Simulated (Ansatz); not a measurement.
# Nudged elastic band of GaN2H5Cl (part 1 of 2)

GaN2H5Cl, multiplicity 2, computed with UKS PBE/def2-SVP (Ansatz 0.2.0).

It belongs to a series of runs on one base structure; here: band between the two ends. Figures and captions count atoms from 1; the log counts them from 0 in places.

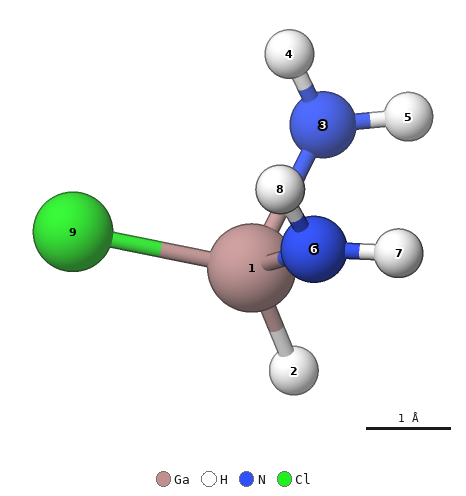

*The structure as given in the input (ball-and-stick view, seen at a tilt; atoms are numbered from 1 in the order of the input). Sticks mark near contacts.*

### The input
```yaml
crystal:
  periodic: [false, false, false]
  atoms:
    - { symbol: Ga, position_ang: [0.008981, 0.261186, 0.829278] }
    - { symbol: H, position_ang: [-0.069723, 1.63683, 1.570284] }
    - { symbol: "N", position_ang: [1.301889, 0.124015, -0.635471] }
    - { symbol: H, position_ang: [1.476394, -0.803206, -1.04693] }
    - { symbol: H, position_ang: [1.354013, 0.834561, -1.377828] }
    - { symbol: "N", position_ang: [-1.332759, -0.062945, -0.561917] }
    - { symbol: H, position_ang: [-1.525814, 0.634789, -1.292985] }
    - { symbol: H, position_ang: [-1.392193, -1.003964, -0.974802] }
    - { symbol: Cl, position_ang: [0.179215, -1.621268, 1.950371] }
magnetization:
  spin_polarized: true
  initial_magnetization: 1
basis:
  gaussian: { orbitals: def2-SVP }
hamiltonian:
  xc: pbe
neb:
  order_check: false
  images: 9
  f_tol: 0.03
  max_iterations: 60
  final_atoms:
    - { symbol: Ga, position_ang: [0.01503023, 0.08974711, -0.09911838] }
    - { symbol: H, position_ang: [0.04951045, 0.10599736, 2.12547136] }
    - { symbol: "N", position_ang: [1.51932549, 0.31415663, -1.19035402] }
    - { symbol: H, position_ang: [1.70326796, -0.46976388, -1.83152408] }
    - { symbol: H, position_ang: [2.39886077, 0.54747705, -0.71490324] }
    - { symbol: "N", position_ang: [-1.55215996, -0.33578398, -1.02619036] }
    - { symbol: H, position_ang: [-2.40059419, -0.47310527, -0.4651385] }
    - { symbol: H, position_ang: [-1.78049095, 0.29726083, -1.80465473] }
    - { symbol: Cl, position_ang: [0.0472532, -0.07598785, 3.46641195] }
  initial_path:
    images:
      - { positions_ang: [[0.008981, 0.261186, 0.829278], [-0.069723, 1.63683, 1.570284], [1.301889, 0.124015, -0.635471], [1.476394, -0.803206, -1.04693], [1.354013, 0.834561, -1.377828], [-1.332759, -0.062945, -0.561917], [-1.525814, 0.634789, -1.292985], [-1.392193, -1.003964, -0.974802], [0.179215, -1.621268, 1.950371]] }
      - { positions_ang: [[0.00827999, 0.20540328, 0.66322062], [-0.04303511, 1.26820751, 1.61787927], [1.37019434, 0.13187025, -0.70949532], [1.60969658, -0.78253927, -1.11052803], [1.49189989, 0.89282303, -1.34186309], [-1.40505207, -0.05011509, -0.63254276], [-1.68502624, 0.33733405, -1.21131301], [-1.51375776, -0.63011195, -1.06933727], [0.16680338, -1.3728738, 2.25397959]] }
      - { positions_ang: [[0.00757897, 0.14962056, 0.49716325], [-0.01634723, 0.89958503, 1.66547454], [1.43849968, 0.1397255, -0.78351965], [1.74299916, -0.76187255, -1.17412607], [1.62978678, 0.95108505, -1.30589817], [-1.47734514, -0.03728518, -0.70316852], [-1.84423847, 0.03987909, -1.12964103], [-1.63532251, -0.2562599, -1.16387254], [0.15439176, -1.12447961, 2.55758819]] }
      - { positions_ang: [[0.00687796, 0.09383784, 0.33110587], [0.01034066, 0.53096254, 1.71306981], [1.50680501, 0.14758075, -0.85754397], [1.87630174, -0.74120582, -1.2377241], [1.76767367, 1.00934708, -1.26993326], [-1.54963821, -0.02445527, -0.77379428], [-2.00345071, -0.25757586, -1.04796904], [-1.75688727, 0.11759215, -1.25840781], [0.14198014, -0.87608541, 2.86119678]] }
      - { positions_ang: [[0.00617695, 0.03805512, 0.1650485], [0.03702855, 0.16234006, 1.76066508], [1.57511035, 0.15543601, -0.9315683], [2.00960432, -0.7205391, -1.30132214], [1.90556057, 1.0676091, -1.23396835], [-1.62193128, -0.01162537, -0.84442003], [-2.16266295, -0.55503081, -0.96629706], [-1.87845202, 0.4914442, -1.35294308], [0.12956851, -0.62769121, 3.16480538]] }
      - { positions_ang: [[0.00547594, -0.0177276, -0.00100888], [0.06371643, -0.20628243, 1.80826035], [1.64341569, 0.16329126, -1.00559262], [2.1429069, -0.69987237, -1.36492017], [2.04344746, 1.12587113, -1.19800344], [-1.69422435, 0.00120454, -0.91504579], [-2.32187518, -0.85248576, -0.88462507], [-2.00001678, 0.86529625, -1.44747835], [0.11715689, -0.37929702, 3.46841397]] }
      - { positions_ang: [[0.00738679, 0.00376734, -0.02063078], [0.06087524, -0.14382647, 1.87170255], [1.61859765, 0.19346433, -1.0425449], [2.05497911, -0.65385067, -1.45824095], [2.11453012, 1.01019231, -1.1013834], [-1.66581147, -0.06619316, -0.93727471], [-2.33761898, -0.77660966, -0.80072776], [-1.95611161, 0.75168917, -1.51891362], [0.10317615, -0.31863518, 3.46801357]] }
      - { positions_ang: [[0.00929765, 0.02526228, -0.04025268], [0.05803404, -0.08137051, 1.93514475], [1.59377961, 0.2236374, -1.07949718], [1.96705132, -0.60782897, -1.55156174], [2.18561278, 0.8945135, -1.00476336], [-1.63739859, -0.13359087, -0.95950362], [-2.35336279, -0.70073357, -0.71683045], [-1.91220645, 0.63808208, -1.5903489], [0.08919542, -0.25797335, 3.46761317]] }
      - { positions_ang: [[0.01120851, 0.04675723, -0.05987458], [0.05519284, -0.01891456, 1.99858695], [1.56896157, 0.25381048, -1.11644946], [1.87912354, -0.56180727, -1.64488252], [2.25669544, 0.77883468, -0.90814332], [-1.60898571, -0.20098857, -0.98173253], [-2.36910659, -0.62485747, -0.63293313], [-1.86830128, 0.524475, -1.66178418], [0.07521468, -0.19731151, 3.46721276]] }
      - { positions_ang: [[0.01311937, 0.06825217, -0.07949648], [0.05235165, 0.0435414, 2.06202916], [1.54414353, 0.28398355, -1.15340174], [1.79119575, -0.51578558, -1.7382033], [2.3277781, 0.66315587, -0.81152328], [-1.58057284, -0.26838627, -1.00396144], [-2.38485039, -0.54898137, -0.54903582], [-1.82439611, 0.41086791, -1.73321945], [0.06123394, -0.13664968, 3.46681236]] }
      - { positions_ang: [[0.01503023, 0.08974711, -0.09911838], [0.04951045, 0.10599736, 2.12547136], [1.51932549, 0.31415663, -1.19035402], [1.70326796, -0.46976388, -1.83152408], [2.39886077, 0.54747705, -0.71490324], [-1.55215996, -0.33578398, -1.02619036], [-2.40059419, -0.47310527, -0.4651385], [-1.78049095, 0.29726083, -1.80465473], [0.0472532, -0.07598785, 3.46641195]] }
```

Hardware: 4 threads of Arm Neoverse V2, 24 GiB of memory available, shared host.

Run as:
```bash
ansatz run input.yaml --threads 4 --pin off --max-ram 5120MiB --backend cpu --events-out ev --progress --plain --runs-dir out
```

### Output
```
Engine: ansatz 0.2.0, aarch64-unknown-linux-gnu
Functional definition: PBE
  parameter kappa = 0.804
  parameter beta = 0.06672455060314922
  exchange = pbe_x(kappa = kappa, mu = beta*pi^2/3)
  correlation = pbe_c(beta = beta)
1184 factors; their error is unknown
mean field evaluation 1: about -67909.2091 eV, gradient 6.9e1 eV
mean field evaluation 2: about -67728.0955 eV, gradient 1.6e2 eV
mean field evaluation 4: about -67929.2937 eV, gradient 2.5e1 eV
mean field evaluation 8: about -67933.3524 eV, gradient 3.8e0 eV
mean field evaluation 16: about -67933.3693 eV, gradient 1.8e-3 eV
mean field evaluation 32: about -67931.5998 eV, gradient 1.7e-1 eV
mean field -67933.36925697 eV, -2496.5052733020 hartree, gradient 1.0e-5 eV, S^2 0.754006; 2 other end points of the search recorded, 0 dependent functions left out
the calculation of the forces begins
reference -67933.36929710 eV, -2496.5052747768 hartree; 34, 33 occupied and 69, 70 virtual orbitals, 1184 factors
1184 factors; their error is unknown
mean field -67932.49112679 eV, -2496.4730026134 hartree, gradient 4.6e-5 eV, S^2 0.751925; 0 other end points of the search recorded, 0 dependent functions left out
[... from here on the field's lines of each further geometry are left out, up to the last ...]
NEB iter   1: max|band force component| = 1.778e2 eV/Å  barrier→ = 47.0383 eV  barrier← = 46.1601 eV  Δτ_max = 0.2000 Å  (1104 SCF iters)
NEB iter   2: max|band force component| = 4.415e1 eV/Å  barrier→ = 15.6193 eV  barrier← = 14.7411 eV  Δτ_max = 0.2000 Å  (444 SCF iters)
NEB iter   3: max|band force component| = 2.640e1 eV/Å  barrier→ = 10.4565 eV  barrier← = 9.5784 eV  Δτ_max = 0.2000 Å  (394 SCF iters)
NEB iter   4: max|band force component| = 1.226e1 eV/Å  barrier→ = 5.6534 eV  barrier← = 4.7753 eV  Δτ_max = 0.2000 Å  (391 SCF iters)
NEB iter   5: max|band force component| = 6.134e0 eV/Å  barrier→ = 3.3552 eV  barrier← = 2.4771 eV  Δτ_max = 0.2000 Å  (395 SCF iters)
NEB iter   6: max|band force component| = 2.971e0 eV/Å  barrier→ = 1.7127 eV  barrier← = 0.8345 eV  Δτ_max = 0.2000 Å  (416 SCF iters)
NEB iter   7: max|band force component| = 3.699e0 eV/Å  barrier→ = 1.6452 eV  barrier← = 0.7670 eV  Δτ_max = 0.1003 Å  (376 SCF iters)
NEB iter   8: max|band force component| = 2.108e0 eV/Å  barrier→ = 1.5733 eV  barrier← = 0.6951 eV  Δτ_max = 0.2000 Å  (349 SCF iters)
NEB iter   9: max|band force component| = 1.257e0 eV/Å  barrier→ = 1.4816 eV  barrier← = 0.6034 eV  Δτ_max = 0.1991 Å  (418 SCF iters)
NEB iter  10: max|band force component| = 1.112e0 eV/Å  barrier→ = 1.3818 eV  barrier← = 0.5036 eV  Δτ_max = 0.1977 Å  (382 SCF iters)
NEB iter  11: max|band force component| = 5.335e-1 eV/Å  barrier→ = 1.2892 eV  barrier← = 0.4111 eV  Δτ_max = 0.1954 Å  (368 SCF iters)
NEB iter  12: max|band force component| = 4.678e-1 eV/Å  barrier→ = 1.2119 eV  barrier← = 0.3338 eV  CI = image 6  Δτ_max = 0.1971 Å  (393 SCF iters)
NEB iter  13: max|band force component| = 4.259e-1 eV/Å  barrier→ = 1.1857 eV  barrier← = 0.3076 eV  CI = image 6  Δτ_max = 0.1962 Å  (363 SCF iters)
NEB iter  14: max|band force component| = 1.209e0 eV/Å  barrier→ = 1.1456 eV  barrier← = 0.2674 eV  CI = image 6  Δτ_max = 0.1020 Å  (357 SCF iters)
NEB iter  15: max|band force component| = 5.603e-1 eV/Å  barrier→ = 1.1221 eV  barrier← = 0.2440 eV  CI = image 6  Δτ_max = 0.2000 Å  (350 SCF iters)
NEB iter  16: max|band force component| = 4.009e-1 eV/Å  barrier→ = 1.0841 eV  barrier← = 0.2059 eV  CI = image 6  Δτ_max = 0.1996 Å  (359 SCF iters)
NEB iter  17: max|band force component| = 3.441e-1 eV/Å  barrier→ = 1.0560 eV  barrier← = 0.1779 eV  CI = image 6  Δτ_max = 0.1971 Å  (361 SCF iters)
NEB iter  18: max|band force component| = 3.803e-1 eV/Å  barrier→ = 1.0484 eV  barrier← = 0.1703 eV  CI = image 6  Δτ_max = 0.0997 Å  (356 SCF iters)
NEB iter  19: max|band force component| = 2.531e-1 eV/Å  barrier→ = 1.0474 eV  barrier← = 0.1693 eV  CI = image 6  Δτ_max = 0.0998 Å  (346 SCF iters)
NEB iter  20: max|band force component| = 1.123e-1 eV/Å  barrier→ = 1.0471 eV  barrier← = 0.1690 eV  CI = image 6  Δτ_max = 0.1050 Å  (346 SCF iters)
NEB iter  21: max|band force component| = 1.188e-1 eV/Å  barrier→ = 1.0470 eV  barrier← = 0.1689 eV  CI = image 6  Δτ_max = 0.0533 Å  (335 SCF iters)
NEB iter  22: max|band force component| = 6.812e-2 eV/Å  barrier→ = 1.0470 eV  barrier← = 0.1689 eV  CI = image 6  Δτ_max = 0.0533 Å  (324 SCF iters)
NEB iter  23: max|band force component| = 5.567e-2 eV/Å  barrier→ = 1.0470 eV  barrier← = 0.1689 eV  CI = image 6  Δτ_max = 0.0267 Å  (323 SCF iters)
NEB iter  24: max|band force component| = 4.274e-2 eV/Å  barrier→ = 1.0470 eV  barrier← = 0.1689 eV  CI = image 6  Δτ_max = 0.0268 Å  (313 SCF iters)
NEB iter  25: max|band force component| = 4.742e-2 eV/Å  barrier→ = 1.0470 eV  barrier← = 0.1689 eV  CI = image 6  Δτ_max = 0.0134 Å  (316 SCF iters)
the calculation of the forces begins
reference -67932.45676701 eV, -2496.4717399146 hartree; 34, 33 occupied and 69, 70 virtual orbitals, 1184 factors
1184 factors; their error is unknown
mean field -67932.32226664 eV, -2496.4667971172 hartree, gradient 2.4e-5 eV, S^2 0.751614; 2 other end points of the search recorded, 0 dependent functions left out
the calculation of the forces begins
reference -67932.32230649 eV, -2496.4667985818 hartree; 34, 33 occupied and 69, 70 virtual orbitals, 1184 factors
NEB iter  26: max|band force component| = 2.583e-2 eV/Å  barrier→ = 1.0470 eV  barrier← = 0.1689 eV  CI = image 6  Δτ_max = 0.0000 Å  (1072 SCF iters)
```
